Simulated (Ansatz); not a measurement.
## Run report: SiNH$_{6}$, molecular dynamics (part 4 of 4)

Continued. System: SiNH$_{6}$, multiplicity 2. Method: UKS PBE-D4/def2-SVP (Ansatz 0.2.0). It belongs to a series of runs on one base structure; here: dynamics from the start.

Geometry of the input (Å):
```
H  -0.4353  -0.1794  -0.3269
N  -0.9963  -0.6603  -1.4428
Si 0.4986  0.4705  1.1606
H  -0.7414  0.0380  -2.1357
H  -0.4317  -1.4831  -1.6365
H  -0.4923  1.1449  1.9802
H  1.5057  1.3682  0.6086
H  1.0926  -0.6988  1.7925
```

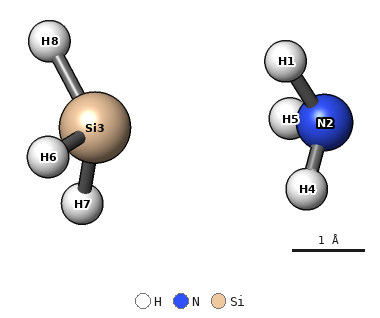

The geometry at step 124 of the log (ball-and-stick view, seen on its broad side; atoms are numbered from 1 in the order of the input).

Trajectory as extended XYZ, continued:
```
8
Properties=species:S:1:pos:R:3:forces:R:3 step=95 time_fs=47.5 energy=-9453.17982 temperature=556.3
H    -1.1123   -0.6529   -0.5337   -1.4845  -0.2680   6.2735
N    -0.9708   -0.6778   -1.4470    0.7097  -0.0167  -5.4821
Si    0.4996    0.4688    1.1510   -0.7845   0.1977  -0.5104
H    -0.9202    0.3237   -1.6559    0.2384   0.1895  -0.5078
H    -0.0240   -1.0556   -1.5033    0.4175  -0.0038  -0.4178
H    -0.3282    1.3810    1.9524   -0.2853   0.4469   0.3390
H     1.5616    1.1483    0.4230    0.6945   0.4053  -0.3435
H     0.9382   -0.6629    1.9245    0.4942  -0.9509   0.6491
8
Properties=species:S:1:pos:R:3:forces:R:3 step=98 time_fs=49.0 energy=-9453.44324 temperature=896.3
H    -1.1721   -0.6806   -0.3954    0.1539  -0.2285  -1.5891
N    -0.9668   -0.6774   -1.4603   -1.7809  -0.8407   2.2156
Si    0.4998    0.4685    1.1520   -0.9414   0.5939  -0.4665
H    -0.9250    0.3047   -1.6386    0.2249   1.4001  -0.5268
H    -0.0338   -1.0344   -1.5059    1.3326  -0.3991  -0.2186
H    -0.3227    1.4069    1.9707   -0.0353   0.1900   0.1152
H     1.5692    1.1424    0.4064    0.5187   0.2931  -0.2353
H     0.9391   -0.6564    1.9280    0.5276  -1.0087   0.7055
8
Properties=species:S:1:pos:R:3:forces:R:3 step=101 time_fs=50.5 energy=-9453.09957 temperature=462.0
H    -1.2300   -0.7129   -0.2815    1.0297   0.0882  -3.8698
N    -0.9653   -0.6783   -1.4709   -2.1297  -0.9915   3.9797
Si    0.4992    0.4687    1.1526   -0.7880   0.6049  -0.2293
H    -0.9250    0.3133   -1.6322    0.1484   1.1739  -0.2418
H    -0.0171   -1.0209   -1.5132    0.9632  -0.2856   0.0422
H    -0.3179    1.4368    1.9914    0.2246  -0.0921  -0.1185
H     1.5877    1.1426    0.3851    0.1763   0.0802   0.0001
H     0.9512   -0.6708    1.9460    0.3756  -0.5780   0.4373
8
Properties=species:S:1:pos:R:3:forces:R:3 step=104 time_fs=52.0 energy=-9452.93660 temperature=252.5
H    -1.2667   -0.7434   -0.2482    1.3370   0.2937  -4.1796
N    -0.9669   -0.6805   -1.4756   -1.0646  -0.2376   3.7775
Si    0.4981    0.4694    1.1530   -0.4166   0.3781   0.0795
H    -0.9219    0.3453   -1.6308    0.0597  -0.1842   0.1039
H     0.0188   -1.0131   -1.5196   -0.2864   0.1370   0.2243
H    -0.3084    1.4649    2.0098    0.4008  -0.3035  -0.2840
H     1.6100    1.1445    0.3637   -0.1643  -0.1250   0.2499
H     0.9711   -0.6973    1.9733    0.1344   0.0416   0.0286
8
Properties=species:S:1:pos:R:3:forces:R:3 step=107 time_fs=53.5 energy=-9453.08053 temperature=438.2
H    -1.2751   -0.7678   -0.3040    1.2764   0.3409  -3.8165
N    -0.9701   -0.6831   -1.4744    0.0079   0.5163   3.1626
Si    0.4966    0.4704    1.1535    0.0181   0.1254   0.3231
H    -0.9175    0.3739   -1.6276   -0.0451  -1.2517   0.2867
H     0.0492   -1.0026   -1.5215   -1.2333   0.3778   0.2890
H    -0.2905    1.4866    2.0221    0.4596  -0.4008  -0.3494
H     1.6290    1.1439    0.3476   -0.3954  -0.2568   0.4267
H     0.9940   -0.7232    2.0013   -0.0882   0.5490  -0.3221
8
Properties=species:S:1:pos:R:3:forces:R:3 step=110 time_fs=55.0 energy=-9453.45509 temperature=910.7
H    -1.2571   -0.7854   -0.4389    0.4705   0.0951  -1.3217
N    -0.9734   -0.6850   -1.4685    1.0408   1.0149   0.7829
Si    0.4952    0.4714    1.1543    0.3708  -0.1021   0.4453
H    -0.9141    0.3769   -1.6184   -0.1696  -1.4457   0.2483
H     0.0542   -0.9845   -1.5173   -1.3889   0.2834   0.2082
H    -0.2629    1.4999    2.0271    0.4040  -0.3749  -0.3136
H     1.6396    1.1379    0.3405   -0.4859  -0.3004   0.4850
H     1.0151   -0.7376    2.0226   -0.2417   0.8298  -0.5343
8
Properties=species:S:1:pos:R:3:forces:R:3 step=112 time_fs=56.0 energy=-9453.39802 temperature=830.3
H    -1.2386   -0.7957   -0.5473   -1.0699  -0.5305   3.5023
N    -0.9747   -0.6854   -1.4637    2.2257   1.4430  -3.7763
Si    0.4943    0.4721    1.1550    0.5159  -0.2528   0.4577
H    -0.9136    0.3619   -1.6093   -0.2499  -1.0189   0.1188
H     0.0412   -0.9690   -1.5119   -0.9661   0.0453   0.0784
H    -0.2395    1.5042    2.0267    0.3119  -0.2917  -0.2376
H     1.6411    1.1304    0.3415   -0.4682  -0.2831   0.4505
H     1.0265   -0.7376    2.0307   -0.2993   0.8888  -0.5938
8
Properties=species:S:1:pos:R:3:forces:R:3 step=115 time_fs=57.5 energy=-9452.96515 temperature=298.9
H    -1.2363   -0.8240   -0.6290   -3.1002  -1.6361   9.0787
N    -0.9737   -0.6840   -1.4627    2.8783   1.5773  -8.9215
Si    0.4934    0.4729    1.1563    0.5778  -0.4631   0.3809
H    -0.9177    0.3242   -1.5941   -0.3260   0.4991  -0.1109
H     0.0073   -0.9460   -1.5028    0.4934  -0.4971  -0.1118
H    -0.1993    1.5059    2.0221    0.1150  -0.0811  -0.0553
H     1.6351    1.1142    0.3508   -0.3260  -0.1930   0.2964
H     1.0382   -0.7219    2.0322   -0.3122   0.7941  -0.5564
8
Properties=species:S:1:pos:R:3:forces:R:3 step=118 time_fs=59.0 energy=-9453.50410 temperature=967.9
H    -1.2908   -0.8820   -0.5442   -0.4671  -0.1604   0.9929
N    -0.9688   -0.6807   -1.4734   -1.1781  -1.1213  -0.8255
Si    0.4929    0.4734    1.1578    0.4263  -0.5804   0.2017
H    -0.9286    0.2978   -1.5809   -0.3383   2.1530  -0.1446
H    -0.0157   -0.9335   -1.4958    1.9446  -0.9172  -0.0816
H    -0.1567    1.5059    2.0164   -0.1031   0.1841   0.1695
H     1.6223    1.0940    0.3663   -0.0601  -0.0377   0.0441
H     1.0433   -0.6894    2.0220   -0.2242   0.4800  -0.3564
8
Properties=species:S:1:pos:R:3:forces:R:3 step=121 time_fs=60.5 energy=-9453.30027 temperature=717.9
H    -1.3580   -0.9445   -0.4283    1.2937   1.0297  -3.2467
N    -0.9654   -0.6788   -1.4861   -2.3584  -2.0338   2.9735
Si    0.4928    0.4734    1.1596    0.0539  -0.4829  -0.0434
H    -0.9468    0.3137   -1.5702   -0.2774   1.6021   0.1233
H    -0.0006   -0.9395   -1.4903    1.3307  -0.6232   0.1020
H    -0.1162    1.5099    2.0143   -0.2704   0.3979   0.3448
H     1.6083    1.0729    0.3826    0.2617   0.1451  -0.2520
H     1.0437   -0.6469    2.0044   -0.0339  -0.0349  -0.0015
8
Properties=species:S:1:pos:R:3:forces:R:3 step=124 time_fs=62.0 energy=-9452.99328 temperature=325.1
H    -1.3993   -0.9863   -0.3771    1.7541   1.3782  -3.9935
N    -0.9654   -0.6798   -1.4946   -1.1739  -1.0307   3.4264
Si    0.4927    0.4731    1.1613   -0.4049  -0.0899  -0.2862
H    -0.9706    0.3617   -1.5570   -0.0683  -0.4704   0.3549
H     0.0412   -0.9583   -1.4828   -0.5012   0.1143   0.1779
H    -0.0814    1.5221    2.0193   -0.3250   0.4472   0.3795
H     1.5998    1.0550    0.3937    0.5056   0.2840  -0.4864
H     1.0435   -0.6054    1.9869    0.2136  -0.6326   0.4275
8
Properties=species:S:1:pos:R:3:forces:R:3 step=127 time_fs=63.5 energy=-9452.98241 temperature=313.0
H    -1.4037   -0.9989   -0.4105    1.6804   1.3334  -3.7222
N    -0.9672   -0.6825   -1.4979   -0.1833  -0.1177   3.2298
Si    0.4922    0.4727    1.1628   -0.6694   0.4472  -0.4058
H    -0.9959    0.4008   -1.5366    0.1667  -1.8503   0.3493
H     0.0734   -0.9749   -1.4716   -1.6529   0.6239   0.1191
H    -0.0533    1.5436    2.0323   -0.2625   0.2988   0.2532
H     1.6018    1.0429    0.3945    0.5321   0.3059  -0.5511
H     1.0479   -0.5771    1.9784    0.3888  -1.0411   0.7278
8
Properties=species:S:1:pos:R:3:forces:R:3 step=130 time_fs=65.0 energy=-9453.38382 temperature=822.1
H    -1.3729   -0.9837   -0.5219    0.8122   0.6803  -1.8892
N    -0.9693   -0.6853   -1.4963    0.5867   0.5905   1.7696
Si    0.4913    0.4727    1.1640   -0.5264   0.7965  -0.2817
H    -1.0177    0.4020   -1.5090    0.3080  -2.0205   0.1412
H     0.0719   -0.9789   -1.4581   -1.7061   0.7284  -0.0383
H    -0.0308    1.5714    2.0505   -0.1391   0.0279   0.0316
H     1.6149    1.0373    0.3838    0.3144   0.1989  -0.4255
H     1.0602   -0.5705    1.9850    0.3504  -1.0020   0.6923
8
Properties=species:S:1:pos:R:3:forces:R:3 step=133 time_fs=66.5 energy=-9453.37841 temperature=807.5
H    -1.3283   -0.9565   -0.6663   -2.1322  -1.5907   4.3480
N    -0.9704   -0.6872   -1.4924    2.3824   2.0068  -3.9595
Si    0.4900    0.4732    1.1650   -0.0482   0.8073   0.0499
H    -1.0331    0.3618   -1.4785    0.3132  -0.8643  -0.1684
H     0.0354   -0.9677   -1.4454   -0.5645   0.4241  -0.2304
H    -0.0113    1.5997    2.0695   -0.0222  -0.2474  -0.1904
H     1.6345    1.0358    0.3641   -0.0340   0.0246  -0.1926
H     1.0797   -0.5849    2.0060    0.1055  -0.5605   0.3433
8
Properties=species:S:1:pos:R:3:forces:R:3 step=136 time_fs=68.0 energy=-9453.05235 temperature=404.4
H    -1.3284   -0.9631   -0.7206   -3.7289  -2.9534   7.1669
N    -0.9680   -0.6861   -1.4945    1.9769   1.5798  -6.6407
Si    0.4887    0.4744    1.1660    0.4957   0.6005   0.3960
H    -1.0421    0.3052   -1.4513    0.1451   1.5676  -0.2938
H    -0.0113   -0.9480   -1.4374    1.6120  -0.2132  -0.2378
H     0.0076    1.6229    2.0845    0.0531  -0.4370  -0.3406
H     1.6535    1.0349    0.3402   -0.3599  -0.1376   0.0438
H     1.1014   -0.6111    2.0343   -0.1941  -0.0067  -0.0939
8
Properties=species:S:1:pos:R:3:forces:R:3 step=138 time_fs=69.0 energy=-9453.35667 temperature=780.0
H    -1.3709   -1.0008   -0.6745   -1.3396  -1.1828   2.1847
N    -0.9646   -0.6840   -1.5014   -1.2951  -1.1401  -1.9617
Si    0.4880    0.4754    1.1669    0.7829   0.4184   0.5537
H    -1.0461    0.2826   -1.4365   -0.0104   2.8551  -0.1521
H    -0.0265   -0.9365   -1.4349    2.6561  -0.5471  -0.0727
H     0.0208    1.6334    2.0906    0.0758  -0.4935  -0.3840
H     1.6623    1.0328    0.3245   -0.5135  -0.2136   0.1690
H     1.1140   -0.6295    2.0526   -0.3561   0.3034  -0.3370
8
Properties=species:S:1:pos:R:3:forces:R:3 step=141 time_fs=70.5 energy=-9453.31702 temperature=737.3
H    -1.4529   -1.0740   -0.5761    1.3408   0.9058  -2.5086
N    -0.9615   -0.6825   -1.5136   -2.9930  -2.4914   2.3195
Si    0.4874    0.4772    1.1685    1.0413   0.1315   0.6536
H    -1.0523    0.2979   -1.4165   -0.0012   1.9196   0.0536
H    -0.0036   -0.9286   -1.4320    1.6737  -0.3410   0.1400
H     0.0418    1.6403    2.0929    0.0664  -0.4666  -0.3619
H     1.6660    1.0258    0.3042   -0.6210  -0.2668   0.2794
H     1.1262   -0.6509    2.0735   -0.5070   0.6090  -0.5756
8
Properties=species:S:1:pos:R:3:forces:R:3 step=144 time_fs=72.0 energy=-9453.02408 temperature=364.0
H    -1.5090   -1.1301   -0.5258    2.1435   1.5846  -3.4930
N    -0.9627   -0.6845   -1.5225   -1.6620  -1.1798   3.3801
Si    0.4877    0.4791    1.1706    1.0940  -0.1482   0.6125
H    -1.0581    0.3519   -1.3959    0.2283  -0.6481  -0.0189
H     0.0530   -0.9274   -1.4264   -0.6849   0.2402   0.1404
H     0.0643    1.6374    2.0875    0.0076  -0.3128  -0.2431
H     1.6566    1.0131    0.2898   -0.5788  -0.2490   0.2809
H     1.1276   -0.6596    2.0823   -0.5477   0.7131  -0.6588
8
Properties=species:S:1:pos:R:3:forces:R:3 step=147 time_fs=73.5 energy=-9452.94528 temperature=265.4
H    -1.5200   -1.1528   -0.5492    2.1911   1.6739  -3.3200
N    -0.9665   -0.6884   -1.5264   -0.4401  -0.0649   3.4242
Si    0.4888    0.4809    1.1732    0.9481  -0.3836   0.4661
H    -1.0593    0.3941   -1.3758    0.3211  -2.1140  -0.1586
H     0.0968   -0.9217   -1.4179   -2.0504   0.4987   0.0629
H     0.0868    1.6279    2.0771   -0.0878  -0.0588  -0.0498
H     1.6350    0.9952    0.2812   -0.3973  -0.1686   0.1656
H     1.1174   -0.6532    2.0772   -0.4845   0.6172  -0.5905
8
Properties=species:S:1:pos:R:3:forces:R:3 step=150 time_fs=75.0 energy=-9453.32232 temperature=745.1
H    -1.4850   -1.1405   -0.6424    1.4165   1.0756  -1.9876
N    -0.9710   -0.6924   -1.5250    0.5442   0.7546   2.3062
Si    0.4906    0.4824    1.1761    0.5982  -0.4886   0.2506
H    -1.0539    0.3928   -1.3590    0.2152  -2.2340  -0.2655
H     0.0983   -0.9057   -1.4081   -2.1605   0.3920  -0.0490
H     0.1074    1.6172    2.0656   -0.1923   0.2306   0.1659
H     1.6049    0.9738    0.2760   -0.1061  -0.0417  -0.0569
H     1.0969   -0.6338    2.0596   -0.3151   0.3115  -0.3637
```
